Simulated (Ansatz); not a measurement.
## Changed inputs in constrained RPA: AgI2 (P-4m2)

Wanted: the sensitivity and cost of U and J for AgI2 (P-4m2).

Method: constrained RPA on LDA, plane waves, PAW, in Ansatz 0.2.0.

## Step 1: Starting point

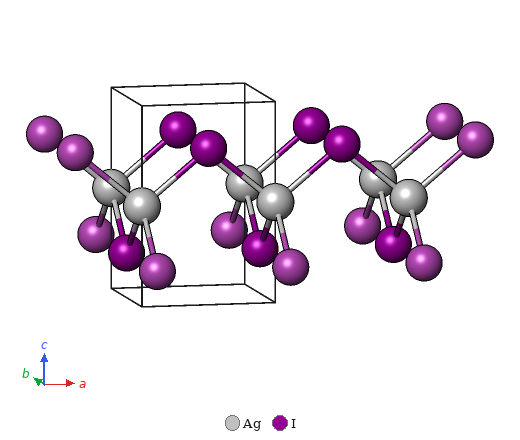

The cell as given, slightly off an axis (silver light grey, iodine purple). 2×1×1 cells are drawn. Some periodic images of atoms are drawn too.

The cell and positions are those that the Materials Project relaxed with its own functionals (PBE, PBE+U or r2SCAN), kept fixed. Spin-orbit coupling is left out unless a step names it. The default PAW set here is soft_2. Its files were made with PBE.

## Step 2: Base: Ag d + anion p, bands v11 to v1, 4×4×4 mesh, medium accuracy

Constrained RPA screens the interaction with every transition except those inside the target bands, which a later many-body model would treat itself.

input.yaml

```yaml
crystal:
  lattice:
    - [0.0, -3.03046733, 3.03046733]
    - [0.0, -3.03046733, -3.03046733]
    - [6.354781, 0.0, 0.0]
  atoms:
    - { symbol: Ag, position: [0.0, 0.0, 0.5] }
    - { symbol: I, position: [0.5, 0.0, 0.777762] }
    - { symbol: I, position: [0.0, 0.5, 0.222238] }
kpoints:
  mp_grid: { grid: [8, 8, 4] }
hamiltonian:
  xc: lda
scf:
  occupations: { method: gaussian, width: 0.08 }
  n_extra_bands: 19
  max_iter: 150
output:
  crpa:
    kmesh: [4, 4, 4]
    target_bands: [v11, v1]
    projections: [{ species: Ag, l: d, shell: 4 }, { species: I, l: p, shell: 5 }]
  local_orbitals:
    kmesh: [8, 8, 8]
    orbitals: [{ species: Ag, l: d, shell: 4 }, { species: I, l: p, shell: 5 }]
    window: { bands: [v11, v1] }
    seedname: lo
```

Command:

```bash
$ ansatz run input.yaml --threads 4 --pin off --max-ram 9216MiB --backend cpu --events-out ev --progress --plain --runs-dir out
```

Numbers of over 12 decimals in the logs are rounded to 6 here.

The log of the run:

```text
scf.n_extra_bands = 19 over 27 filled bands (N_el = 53.0): the run solves 46 bands
Engine: ansatz 0.2.0, aarch64-unknown-linux-gnu
Pseudopotentials: kind: paw
Pseudopotential: Ag, paw, valence charge 19, recommended cutoff 420 eV (normal), Ag.paw.azcp
Pseudopotential: I, paw, valence charge 17, recommended cutoff 420 eV (normal), I.paw.azcp
Functional definition: SPW92
  exchange = slater_x
  correlation = pw_c
Crystal: 3 atoms, lattice volume = 116.721 Å³
Basis set: ecut = 420 eV, 2269 PW (Γ)
Bands: 46, of which v1, the nominal top of the filled ones, is band 27 counted from 1 (26 counted from 0)
Symmetry: 8 space group operations
Space group: P-4m2 (ITA 115), of the structure as read, at distance tolerance 4.9e-5 Å
k-points: 45 of 256 (time reversal used)
Non-local potential: Ag, projectors of the file, l = 0: 3, l = 1: 2, l = 2: 2, l = 3: 1
Non-local potential: I, projectors of the file, l = 0: 2, l = 1: 2, l = 2: 2, l = 3: 2
PAW form: soft (Blöchl's): semilocal exchange-correlation on the pseudo side does not see the compensation charge
PAW frozen core: Ag, regenerated for the run's functional, and the local potential with it (the file was generated under x = pbe(κ = 0.804, μ = 0.219515), c = pbe(β = 0.066725))
PAW frozen core: I, regenerated for the run's functional, and the local potential with it (the file was generated under x = pbe(κ = 0.804, μ = 0.219515), c = pbe(β = 0.066725))
PAW one-centre angular grid: Ag, 590 points (default); XC on 64 Gauss nodes
PAW one-centre angular grid: I, 590 points (default); XC on 64 Gauss nodes
Initial density: superposition of atomic densities (neutral atoms: chi_scale 0, normalization atom), corrected by the library's trained network
Initial wavefunctions: pseudopotential atomic-orbital guess
Functional: x = slater, c = lda
SCF iter   1: F=—  HF=-22169.676881 eV  |F-HF|=—  |Δ(HF+E_count)|=         —  Δρ=6.85e-3  dr2=4.69e-2  ethr=1.77e-3  ⟨swp⟩=7.3  Hψ=10650  notcnv=0  defer=363
preconditioner: auto → LDOS  [metal: Δε(μ)=0.071 eV  Ē_g=14.508 eV  σ=0.080 eV  W_gap=0.46  n_scr=28 (ndim 8)  ℏωp=17.2 eV  f_vac=0.162  D(μ)=3.04/eV (n_scr^D=20)  β→1.0]
SCF iter   2: F=—  HF=-22169.669887 eV  |F-HF|=—  |Δ(HF+E_count)|=   6.99e-3  Δρ=2.65e-3  dr2=1.18e-2  ethr=8.85e-5  ⟨swp⟩=2.0  Hψ=3929  notcnv=0  defer=518
SCF iter   3: F=—  HF=-22169.666574 eV  |F-HF|=—  |Δ(HF+E_count)|=   3.31e-3  Δρ=1.65e-3  dr2=3.48e-3  ethr=2.23e-5  ⟨swp⟩=2.0  Hψ=2796  notcnv=0  defer=518
SCF iter   4: F=—  HF=-22169.665878 eV  |F-HF|=—  |Δ(HF+E_count)|=   6.96e-4  Δρ=7.64e-4  dr2=8.79e-4  ethr=6.57e-6  ⟨swp⟩=2.8  Hψ=2673  notcnv=0  defer=518
SCF iter   5: F=—  HF=-22169.665695 eV  |F-HF|=—  |Δ(HF+E_count)|=   1.83e-4  Δρ=2.07e-4  dr2=9.19e-5  ethr=1.66e-6  ⟨swp⟩=2.8  Hψ=2723  notcnv=0  defer=518
[...]
cRPA screening: q 64/64 (q-point 43)
SCF converged after 8 iterations
Free energy (F): -22169.665671 eV
Harris-Foulkes:  -22169.665671 eV  (|F-HF|=6.55e-10)
Internal energy: -22169.655864 eV  (E = F + TS)
E sigma→0 (E₀):  -22169.660767 eV
Entropy (-TS):   -0.009808 eV (-3.269 meV/atom)
Fermi energy:    4.673725 eV
--- Per-component energies (eV) ---
  E_band       = -1236.312228
  E_kinetic    = 903.670247
  E_local      = -7972.936795  (includes V_loc(G=0)·N_el)
  E_nonlocal   = -84.650620
  E_hartree    = 3828.437387
  E_xc         = -435.178381
  E_vxc        = -487.845229  (∫ρ·V_xc dr)
  E_paw        = -13089.693018  (= ΣΔE_a)
  E_vpaw       = -1251.422308  (= ΣTr[D̂ρ^β])
  E_aug_tail   = 0.000400  (compensation charges beyond the density's cutoff)
  E_ewald      = -5321.592319
  E_core_change = 2.287238  (= ΣΔE_core)
  E_smearing   = -0.009808  (= −TS)
  E_closure    = -0.000000  (closes the sum)
  Σ components = -22169.665671   (vs F -22169.665671, Δ=0.00e0)
--- Band table (eV; the first three rows and the last of 45) ---
  k-point 0: bands = [... 23 lower, 3.5987, 4.8015, 5.1552, 5.1552, 7.5175, 9.4882, 10.6640, 12.1445, ... 15 higher]
  k-point 1: bands = [... 23 lower, 3.7752, 4.3084, 4.9317, 4.9317, 8.2383, 9.6454, 10.8751, 11.8800, ... 15 higher]
  k-point 2: bands = [... 23 lower, 4.0586, 4.0586, 4.6036, 4.6036, 9.2240, 9.5745, 11.2275, 11.3691, ... 15 higher]
  k-point 44: bands = [... 23 lower, 2.7818, 3.3857, 3.3857, 3.8446, 10.1105, 10.7382, 10.7382, 12.2249, ... 15 higher]
--- cRPA (band scheme, projected local orbitals): target bands 17..27 (1-based), 11 Wannier function(s), 4×4×4 mesh, 54 bands' worth read of 59 solved, ecut_chi 136.0 eV, v(q+G=0) probe_charge, pair densities all_electron ---
  bands read: the sum over 54 bands ends inside a degenerate multiplet in 5 slots, whose members it reads at an even weight; the widest, k=0: bands 54 to 55 (counted from 1) at 1/2 each
  χ-basis size per q: N_G = 412..444
  window electrons = 21.0000, filled by tetrahedron_uncorrected; constrained ε̄⁻¹(q = 0, 0) head = 0.284326; min gauge Gram eig = 0.6523
  Kanamori averages over each shell's own Wannier functions (sites counted from 0, functions from 1):
  Each shell's averages of U are screened by what lies outside the whole window alone: parameters of one model of all the shells.
    Site 0, 4D, 5 of 5 d orbitals (Wannier functions 1, 2, 3, 4, 5; wannier90's mr 1, 2, 3, 4, 5):
      screened: U = 6.5673 eV, U' = 5.4769 eV, J = 0.5470 eV
      screened, to within: U = 2.5e-2 eV, U' = 2.5e-2 eV, J = 8.5e-4 eV
      bare: V = 18.6406 eV, V' = 17.2242 eV, J = 0.7098 eV
    Site 1, 5P, 3 of 3 p orbitals (Wannier functions 6, 7, 8; wannier90's mr 1, 2, 3):
      screened: U = 4.0260 eV, U' = 3.3206 eV, J = 0.3741 eV
      screened, to within: U = 6.1e-3 eV, U' = 6.1e-3 eV, J = 7.8e-4 eV
      bare: V = 10.2028 eV, V' = 9.0712 eV, J = 0.6054 eV
    Site 2, 5P, 3 of 3 p orbitals (Wannier functions 9, 10, 11; wannier90's mr 1, 2, 3):
      screened: U = 4.0260 eV, U' = 3.3206 eV, J = 0.3741 eV
      screened, to within: U = 6.1e-3 eV, U' = 6.1e-3 eV, J = 7.8e-4 eV
      bare: V = 10.2028 eV, V' = 9.0712 eV, J = 0.6054 eV
  Hermiticity witness max|P − P†| over intra, direct and exchange elements: 1.60e-14 eV (screened), 3.35e-17 eV (bare)
  Reality witness max|Im| over intra, direct and exchange elements: 4.51e-11 eV (screened), 8.24e-12 eV (bare)
```

Run time: 14 min. Hardware: 4 threads of Arm Neoverse V2, shared host; peak memory 0.9 GiB.

Reading the cycles: dr2 is the Hartree energy of the density residual (eV), the measure of convergence; HF is the Harris–Foulkes estimate of the energy, which meets the free energy F at convergence.

This step gave:

- U: 6.567 eV
- U prime (inter-orbital): 5.477 eV
- J: 0.5470 eV
- bare V: 18.64 eV
- bare J: 0.7098 eV
- stated bound on U: 0.02468 eV
- U over bare V: 0.3523
- electrons in the window: 21.00
- head of the constrained inverse dielectric matrix: 0.2843
- least eigenvalue of the projection's overlap: 0.6523
- target functions: 11
- bands in the sums: 54
- r.m.s. miss of the model bands: 4.35e-4 eV
- width of the target bands: 4.595 eV
- weight of the projected orbitals in the window: 0.9634

On the Ag d shell, screening brings the on-site interaction from 18.6 eV down to U = 6.57 eV.

## Step 3: Changed: 4×4×2 mesh

input.yaml, the sections that differ from step 2:

```yaml
output:
  crpa:
    kmesh: [4, 4, 2]
    target_bands: [v11, v1]
    projections: [{ species: Ag, l: d, shell: 4 }, { species: I, l: p, shell: 5 }]
# crystal, kpoints, hamiltonian, scf: as in step 2
```

The log of the run:

```text
[...]
Crystal: 3 atoms, lattice volume = 116.721 Å³
Basis set: ecut = 420 eV, 2269 PW (Γ)
Bands: 46, of which v1, the nominal top of the filled ones, is band 27 counted from 1 (26 counted from 0)
[... 1 set-up line as in the run before ...]
[...]
k-points: 45 of 256 (time reversal used)
[...]
SCF iter   1: F=—  HF=-22169.676881 eV  |F-HF|=—  |Δ(HF+E_count)|=         —  Δρ=6.85e-3  dr2=4.69e-2  ethr=1.77e-3  ⟨swp⟩=7.3  Hψ=10650  notcnv=0  defer=363
[...]
SCF iter   8: F=-22169.665671 eV  HF=-22169.665671 eV  |F-HF|=6.55e-10  |Δ(HF+E_count)|=   1.38e-8  Δρ=2.15e-6  dr2=4.38e-9  ethr=1.89e-10  ⟨swp⟩=12.6  Hψ=10964  notcnv=0
SCF 1 converged in 8 iterations: F = -22169.665671 eV  dr2 = 4.38e-9
[...]
NSCF: frozen V_eff on 12 k-points
[...]
cRPA screening: q 1/32
cRPA screening: q 2/32
cRPA screening: q 3/32
cRPA screening: q 7/32 (q-point 4)
cRPA screening: q 11/32 (q-point 5)
[...]
k-point 1: bands = [... 23 lower, 3.7752, 4.3084, 4.9317, 4.9317, 8.2383, 9.6454, 10.8751, 11.8800, ... 15 higher]
  k-point 2: bands = [... 23 lower, 4.0586, 4.0586, 4.6036, 4.6036, 9.2240, 9.5745, 11.2275, 11.3691, ... 15 higher]
  k-point 44: bands = [... 23 lower, 2.7818, 3.3857, 3.3857, 3.8446, 10.1105, 10.7382, 10.7382, 12.2249, ... 15 higher]
[...]
χ-basis size per q: N_G = 412..444
[...]
screened: U = 6.5581 eV, U' = 5.4677 eV, J = 0.5470 eV
      screened, to within: U = 2.5e-2 eV, U' = 2.5e-2 eV, J = 8.5e-4 eV
      bare: V = 18.6466 eV, V' = 17.2303 eV, J = 0.7098 eV
    Site 1, 5P, 3 of 3 p orbitals (Wannier functions 6, 7, 8; wannier90's mr 1, 2, 3):
      screened: U = 4.0223 eV, U' = 3.3168 eV, J = 0.3741 eV
      screened, to within: U = 6.3e-3 eV, U' = 6.3e-3 eV, J = 7.8e-4 eV
      bare: V = 10.2240 eV, V' = 9.0919 eV, J = 0.6053 eV
    Site 2, 5P, 3 of 3 p orbitals (Wannier functions 9, 10, 11; wannier90's mr 1, 2, 3):
      screened: U = 4.0223 eV, U' = 3.3168 eV, J = 0.3741 eV
      screened, to within: U = 6.3e-3 eV, U' = 6.3e-3 eV, J = 7.8e-4 eV
      bare: V = 10.2240 eV, V' = 9.0919 eV, J = 0.6053 eV
[...]
[key lines of the parts left out:]
SCF converged after 8 iterations
Free energy (F): -22169.665671 eV
Fermi energy:    4.673725 eV
```

It took 4 min on 4 threads; peak memory 0.81 GiB.

This step gave:

```yaml
u: 6.558 eV
u_prime_inter_orbital: 5.468 eV
j: 0.5470 eV
bare_v: 18.65 eV
bare_j: 0.7098 eV
stated_bound_on_u: 0.02406 eV
u_over_bare_v: 0.3517
electrons_in_the_window: 21
head_of_the_constrained_inverse_dielectric_matrix: 0.2852
least_eigenvalue_of_the_projection_s_overlap: 0.6523
target_functions: 11
bands_in_the_sums: 54
width_of_the_target_bands: 4.595 eV
weight_of_the_projected_orbitals_in_the_window: 0.9634
```

On the Ag d shell, screening brings the on-site interaction from 18.6 eV down to U = 6.56 eV.

## Step 4: Changed: 2×2×2 mesh

Changes to input.yaml since step 3:

```diff
@@ -19,3 +19,3 @@
   crpa:
-    kmesh: [4, 4, 2]
+    kmesh: [2, 2, 2]
     target_bands: [v11, v1]
```

The log of the run:

```text
[...]
Crystal: 3 atoms, lattice volume = 116.721 Å³
Basis set: ecut = 420 eV, 2269 PW (Γ)
Bands: 46, of which v1, the nominal top of the filled ones, is band 27 counted from 1 (26 counted from 0)
[... 1 set-up line as in the run before ...]
[...]
k-points: 45 of 256 (time reversal used)
[...]
screened: U = 3.9339 eV, U' = 3.2093 eV, J = 0.3802 eV
      screened, to within: U = 6.5e-3 eV, U' = 6.5e-3 eV, J = 8.0e-4 eV
      bare: V = 10.4526 eV, V' = 9.2966 eV, J = 0.6124 eV
    Site 2, 5P, 3 of 3 p orbitals (Wannier functions 9, 10, 11; wannier90's mr 1, 2, 3):
      screened: U = 3.9339 eV, U' = 3.2093 eV, J = 0.3802 eV
      screened, to within: U = 6.5e-3 eV, U' = 6.5e-3 eV, J = 8.0e-4 eV
      bare: V = 10.4526 eV, V' = 9.2966 eV, J = 0.6124 eV
[...]
[key lines of the parts left out:]
SCF converged after 8 iterations
Free energy (F): -22169.665671 eV
Fermi energy:    4.673725 eV
```

It took 47 s on 4 threads; peak memory 0.76 GiB; 3 min of CPU time.

Numbers from this step:

* U: 6.338 eV
* U prime (inter-orbital): 5.251 eV
* J: 0.5459 eV
* bare V: 18.67 eV
* bare J: 0.7090 eV
* stated bound on U: 0.02250 eV
* U over bare V: 0.3395
* electrons in the window: 21.00
* head of the constrained inverse dielectric matrix: 0.2280
* least eigenvalue of the projection's overlap: 0.6523
* target functions: 11
* bands in the sums: 54
* width of the target bands: 4.595 eV
* weight of the projected orbitals in the window: 0.9634

On the Ag d shell, screening brings the on-site interaction from 18.7 eV down to U = 6.34 eV.

## Step 5: Changed: orbitals of another atom

Changes to input.yaml since step 4:

```diff
@@ -19,4 +19,4 @@
   crpa:
-    kmesh: [2, 2, 2]
+    kmesh: [4, 4, 4]
     target_bands: [v11, v1]
-    projections: [{ species: Ag, l: d, shell: 4 }, { species: I, l: p, shell: 5 }]
+    projections: [{ species: I, l: p }]
```

The log of the run:

```text
Error: invalid value for `output.crpa.projections`: 6 orbital(s) selected but the target window spans 11 band(s); name one orbital per band of it
```

Wall time 0.11 s (4 threads); peak memory 0.086 GiB.

The program refused the input before any cycle.

The program's message: “Error: invalid value for `output.crpa.projections`: 6 orbital(s) selected but the target window spans 11 band(s); name one orbital per band of it”

The fault put into this input: trial orbitals that do not match the target bands.

## Step 6: Side by side

Times are wall times on 4 threads of Arm Neoverse V2, shared host, good to a factor of about two.

```tsv
run	bare V (eV)	U (eV)	J (eV)	bound on U (eV)	width (eV)	time
target window	18.64	6.567	0.547	0.0247	4.60	14 min
4×4×2 mesh	18.65	6.558	0.547	0.0241	4.60	4 min
2×2×2 mesh	18.67	6.338	0.546	0.0225	4.60	47 s
```

## Step 7: What came out

```yaml
target_window: U 6.57 eV, J 0.55 eV
4x4x2_mesh: U 6.56 eV, J 0.55 eV
2x2x2_mesh: U 6.34 eV, J 0.55 eV
```

In words: 4×4×2 mesh moves U by −0.01 eV (within the solver's bounds, for the mean over orbitals) at 0.28 times the time. 2×2×2 mesh moves U by −0.23 eV at 0.055 times the time. The printed bound covers the solver alone, not the mesh, and no denser mesh than the base was run. The parent state is non-magnetic and the interaction static (zero frequency); U depends on the window and the orbitals, so it belongs to this model alone. A window that holds the anion p bands defines a model with explicit ligands; its U belongs to that model and is not the U of DFT+U.

[Paths, hosts, dates, memory and timing lines, banners, echoed tables and standing remarks are left out of the program output.]

[Logs are printed without paths, hosts, clocks, repeated set-up lines and the standing remarks that a program may print on its own settings, such as how far it seeks lower states.]

[Runs of the session that timed out or met a known fault of the program may be left out.]

[Hosts, paths, dates, database ids (printed as entryN), source tags and the programs' standing remarks are cut or masked in the printed files.]
